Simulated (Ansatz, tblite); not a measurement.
# SiHMe2(SiH3) (C₂H₁₀Si₂): a ladder of methods and basis sets, part 2 of 2

Aim: run the singlet of SiHMe2(SiH3) (C₂H₁₀Si₂) at one geometry on many levels, and compare frontier levels, spin and run time.

Ansatz 0.2.0, Gaussian basis; as each input shows. The steps go on from the part before.

## Step 17: r2SCAN-D4/def2-TZVPD

File in.yaml:

```yaml
crystal:
  periodic: [false, false, false]
  atoms:
    - {symbol: Si, position_ang: [0.082956, 0.143510, 0.548718]}
    - {symbol: H, position_ang: [0.077947, 0.135443, 2.059559]}
    - {symbol: C, position_ang: [1.876745, 0.127986, -0.066495]}
    - {symbol: H, position_ang: [2.421463, -0.762717, 0.307106]}
    - {symbol: H, position_ang: [2.417798, 1.031787, 0.282254]}
    - {symbol: H, position_ang: [1.913079, 0.111932, -1.174954]}
    - {symbol: C, position_ang: [-0.830235, 1.688255, -0.064576]}
    - {symbol: H, position_ang: [-1.871107, 1.714708, 0.316930]}
    - {symbol: H, position_ang: [-0.870550, 1.710883, -1.172752]}
    - {symbol: H, position_ang: [-0.315485, 2.609092, 0.279447]}
    - {symbol: Si, position_ang: [-1.033986, -1.794919, -0.192661]}
    - {symbol: H, position_ang: [-0.403930, -3.046486, 0.364452]}
    - {symbol: H, position_ang: [-0.977881, -1.884801, -1.698479]}
    - {symbol: H, position_ang: [-2.486816, -1.784663, 0.211453]}
basis:
  gaussian: {orbitals: def2-TZVPD, initial_orbitals: start.molden}
hamiltonian: {xc: r2scan, dispersion: d4}
scf: {omitted_lower_state_checks: [starts]}
output: {orbitals: {seedname: orbitals}}
```

On the command line:

```console
ansatz run in.yaml --threads 4 --pin off --events-out ev --progress --plain --max-ram 3916MiB
```

Log:

```text
Functional definition: r2SCAN
  name "r2SCAN"
  cite "Furness, Kaplan, Ning, Perdew & Sun, J. Phys. Chem. Lett. 11, 8208 (2020) doi:10.1021/acs.jpclett.0c02405"
  cite "Furness, Kaplan, Ning, Perdew & Sun, J. Phys. Chem. Lett. 11, 9248 (2020) doi:10.1021/acs.jpclett.0c03077"
  parent r2scan
  parameter k0 = 0.174
  parameter k1 = 0.065
  parameter a1 = 4.9479
  exchange = r2scan_x(k0 = k0, k1 = k1, a1 = a1)
  correlation = r2scan_c
these checks for a lower state are left out or cut short: starts
1408 factors; their error is unknown
mean field evaluation 1: about -17991.1882 eV, gradient 7.8e0 eV
mean field evaluation 2: about -17991.2390 eV, gradient 6.5e-2 eV
mean field evaluation 4: about -17991.2004 eV, gradient 2.8e-4 eV
mean field -17991.20039610 eV, -661.1644196829 hartree, gradient 1.3e-5 eV, S^2 0.000000; 0 other end points of the search recorded, 0 dependent functions left out
reference -17991.20041419 eV, -661.1644203477 hartree; 25, 25 occupied and 225, 225 virtual orbitals, 1408 factors
Total energy: -17991.27520226 eV, -661.1671687587 hartree
Checks for a lower state left out: starts
```

It took 11 s on 4 threads of Intel Xeon at 2.50GHz, shared host.

Report: HOMO -6.88 eV, LUMO -0.24 eV.

## Step 18: CCSD(T)/def2-TZVP

Changes to in.yaml since step 17:

```diff
@@ -18,4 +18,4 @@
 basis:
-  gaussian: {orbitals: def2-TZVPD, initial_orbitals: start.molden}
-hamiltonian: {xc: r2scan, dispersion: d4}
+  gaussian: {orbitals: def2-TZVP, initial_orbitals: start.molden}
+correlation: {method: ccsd_t}
 scf: {omitted_lower_state_checks: [starts]}
```

The command is unchanged.

Log, cut to the lines that bear on the results:

```text
Functional definition: HF
  name "HF"
  cite "Fock, Z. Phys. 61, 126 (1930) doi:10.1007/BF01340294"
  parent pbe
[...]
1335 factors; integrals over basis functions are off by at most 1.4e-3 eV
[...]
mean field -17945.44855042 eV, -659.4830703659 hartree, gradient 3.1e-6 eV, S^2 0.000000; 0 other end points of the search recorded, 0 dependent functions left out
12 core orbitals not correlated: weight in the atoms' cores, before any rotation towards them, 1.000 or more for the frozen orbitals, at most 0.000 for the correlated occupied ones
reference -17945.44855042 eV, -659.4830703659 hartree; 13, 13 occupied and 171, 171 virtual orbitals, 1335 factors
second order -15.98741421 eV of doubles, -0.00000000 eV of singles
cycle   1  -17.37522579 eV  change    -1.4e0 eV  update   9.4e-2
[...]
cycle   8  -17.97757690 eV  change   -1.7e-5 eV  update   2.4e-5
perturbative correction -0.64497594 eV, -0.0237024285 hartree
Total energy: -17964.07110325 eV, -660.1674365598 hartree
Checks for a lower state left out: starts
```

Wall time 59 s (4 threads of Intel Xeon at 2.50GHz, shared host); peak memory 2.3 GiB.

Hartree-Fock HOMO -10.41 eV, LUMO 3.14 eV; T1 0.012.

## Step 19: RPA/def2-TZVP

Changes to in.yaml since step 18:

```diff
@@ -19,4 +19,4 @@
   gaussian: {orbitals: def2-TZVP, initial_orbitals: start.molden}
-correlation: {method: ccsd_t}
+hamiltonian: {xc: pbe}
+correlation: {method: rpa}
 scf: {omitted_lower_state_checks: [starts]}
-output: {orbitals: {seedname: orbitals}}
```

The command is unchanged.

Log, cut to the lines that bear on the results:

```text
Functional definition: PBE
  name "PBE"
  cite "Perdew, Burke & Ernzerhof, Phys. Rev. Lett. 77, 3865 (1996) doi:10.1103/PhysRevLett.77.3865"
  parent pbe
[...]
1335 factors; integrals over basis functions are off by at most 1.4e-3 eV
[...]
mean field -17982.44827684 eV, -660.8427852326 hartree, gradient 2.2e-6 eV, S^2 0.000000; 0 other end points of the search recorded, 0 dependent functions left out
12 core orbitals not correlated: weight in the atoms' cores, before any rotation towards them, 1.000 or more for the frozen orbitals, at most 0.000 for the correlated occupied ones
reference -17944.05035633 eV, -659.4316876809 hartree; 13, 13 occupied and 171, 171 virtual orbitals, 1335 factors
Total energy: -17973.50221095 eV, -660.5140233749 hartree
Checks for a lower state left out: starts
```

Run time: 9 s. Hardware: 4 threads of Intel Xeon at 2.50GHz, shared host.

## Step 20: Comparison

```
               level  functions  HOMO (eV)  LUMO (eV)  gap (eV)   time
       LDA/def2-TZVP        196      -6.70      -0.63      6.07  3.2 s
     PBE-D4/def2-SVP        114      -6.62      -0.14      6.48  2.9 s
    PBE-D4/def2-TZVP        196      -6.64      -0.46      6.18  5.5 s
   PBE-D4/def2-TZVPD        250      -6.65      -0.68      5.97    8 s
 revPBE-D4/def2-TZVP        196      -6.60      -0.37      6.23  4.7 s
 r2SCAN-D4/def2-TZVP        196      -6.88      -0.15      6.74    8 s
r2SCAN-D4/def2-TZVPD        250      -6.88      -0.24      6.64   11 s
  B3LYP-D4/def2-TZVP        196      -7.57       0.14      7.71    6 s
    PBE0-D4/def2-SVP        114      -7.78       0.67      8.45  2.7 s
   PBE0-D4/def2-TZVP        196      -7.75       0.35      8.10  5.5 s
  PBE0-D4/def2-TZVPD        250      -7.76       0.03      7.78    9 s
   LC-ωPBE/def2-TZVP        196     -10.34       2.45     12.79    7 s
   ωB97X-V/def2-TZVP        196     -10.03       2.28     12.30   14 s
   ωB97M-V/def2-TZVP        196      -9.80       1.93     11.72   13 s
```

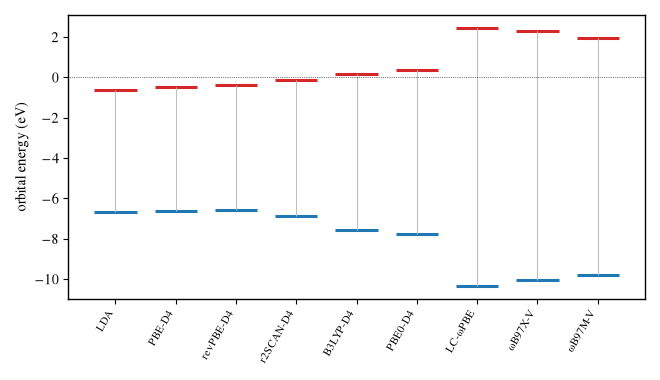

Highest filled (blue) and lowest empty (red) level in def2-TZVP.

Energy pieces by basis (eV):

```
    basis           HF  MP2 correlation  CCSD correlation      (T)        total
def2-TZVP  -17945.4486         -15.9874          -17.9776  -0.6450  -17964.0711
```

## Step 21: Binding energy

Free atoms were run apart at each level; binding is atoms less cluster, divided by the number of atoms, without zero-point or spin-orbit terms.

```
              method  binding an atom (eV)  from CCSD(T)/def2-TZVP (eV)   time
        HF/def2-TZVP                 2.718                       -0.691       
       LDA/def2-TZVP                 3.914                       +0.505  3.2 s
     PBE-D4/def2-SVP                 3.542                       +0.133  2.9 s
    PBE-D4/def2-TZVP                 3.537                       +0.128  5.5 s
   PBE-D4/def2-TZVPD                 3.538                       +0.129    8 s
 revPBE-D4/def2-TZVP                 3.485                       +0.076  4.7 s
 r2SCAN-D4/def2-TZVP                 3.536                       +0.127    8 s
r2SCAN-D4/def2-TZVPD                 3.536                       +0.127   11 s
  B3LYP-D4/def2-TZVP                 3.535                       +0.126    6 s
    PBE0-D4/def2-SVP                 3.528                       +0.119  2.7 s
   PBE0-D4/def2-TZVP                 3.522                       +0.113  5.5 s
  PBE0-D4/def2-TZVPD                 3.523                       +0.114    9 s
   LC-ωPBE/def2-TZVP                 3.505                       +0.096    7 s
   ωB97X-V/def2-TZVP                 3.552                       +0.143   14 s
   ωB97M-V/def2-TZVP                 3.534                       +0.125   13 s
       MP2/def2-TZVP                 3.390                       -0.019       
      CCSD/def2-TZVP                 3.380                       -0.029       
   CCSD(T)/def2-TZVP                 3.409                            0   59 s
```

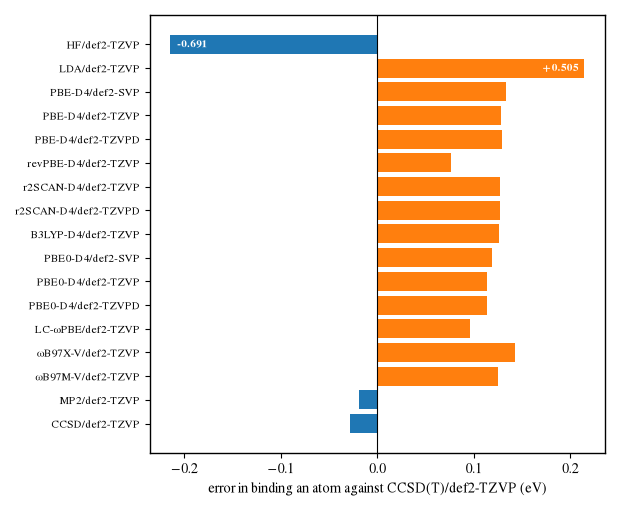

Error of each method against CCSD(T)/def2-TZVP. Bars with a number in them are cut short.

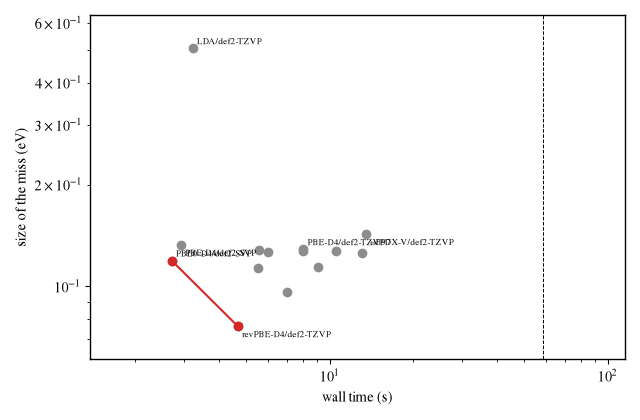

Miss against cost. Red marks the levels that no quicker level drawn beats (of those quicker than the yardstick), and the dashed line is the time of CCSD(T)/def2-TZVP. Only those levels and the largest misses are named. Times are from a shared host.

## Step 22: Summary of results

This closing draws on all 2 parts.

```
                                                 quantity                              value
gap in def2-TZVP, named functionals, smallest and largest  6.07 eV (LDA), 12.79 eV (LC-ωPBE)
                    correlation energy, CCSD(T)/def2-TZVP                          -18.62 eV
                       binding an atom, CCSD(T)/def2-TZVP                           3.409 eV
          PBE0 total energy, smallest basis above largest     7.87 eV (def2-SVP, def2-TZVPD)
```

In words: Orbital gaps of the named functionals in def2-TZVP span 6.07 eV (LDA) to 12.79 eV (LC-ωPBE); exact exchange widens it. The functionals in def2-TZVP miss CCSD(T)/def2-TZVP by +0.076 (revPBE-D4) to +0.505 eV (LDA) an atom. The reference is CCSD(T) in one finite basis, so it carries an error of its own, often a tenth of an eV or more, and near misses can't be ranked.

revPBE-D4/def2-TZVP reaches 0.076 eV from the reference in 4.7 s, where CCSD(T)/def2-TZVP took 59 s; the quickest level in the cost chart, PBE0-D4/def2-SVP, takes 2.7 s and misses by 0.119 eV. The slowest run with a step of its own, CCSD(T)/def2-TZVP, took 59 s; the quickest functional in def2-TZVP took 3.2 s (shared host).
